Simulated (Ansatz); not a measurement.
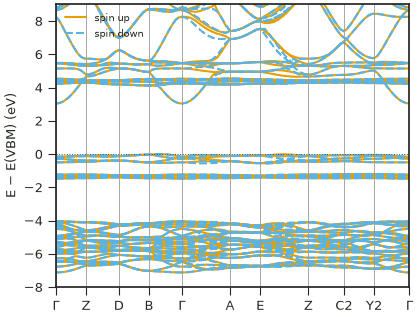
*Band structure from r²SCAN in the plane-wave PAW code Ansatz*

The gap is 3.04 eV; an edge lies off the plotted path or next to a special point (maximum off the standard path, minimum at Γ).

Problem. Which of these materials gives this?
A) ScOF, Pca2_1 (Sc on 4a, F on 4a, O on 4a)
B) HfO2, Pbca (Hf on 8c, O on 8c, O on 8c)
C) MnF2, Pbcn (Mn on 4c, F on 8d)
D) HfNF, Pbcm (Hf on 4d, F on 4d, N on 4c)

Solution. C, MnF2, Pbcn (Mn on 4c, F on 8d)

The first step of the workflow began from a Materials Project structure, measured or hypothetical; the Crystallography Open Database copy checked does not list it. COD files the formula under space group No. 136. Its standing as an ambient phase is unchecked. The cell was relaxed with r²SCAN under the symmetry of its start, as lowered by the spin order; whether a distortion lowers the energy is not shown. Magnetic state: antiferromagnetic, chosen from 4 collinear starts compared on coarse meshes (ties went to the first, and starts can fall back to one state), not a proven ground state. Other orbital occupations within this spin state were not tried. No Hubbard U is applied. Point labels and valley counts follow the cell and symmetry of the run, lower than the named group.

Potentials: the earlier of the program's two PAW sets. The files were generated under PBE; for other functionals the program regenerates the frozen cores, and for LDA and PBEsol the local potential too.
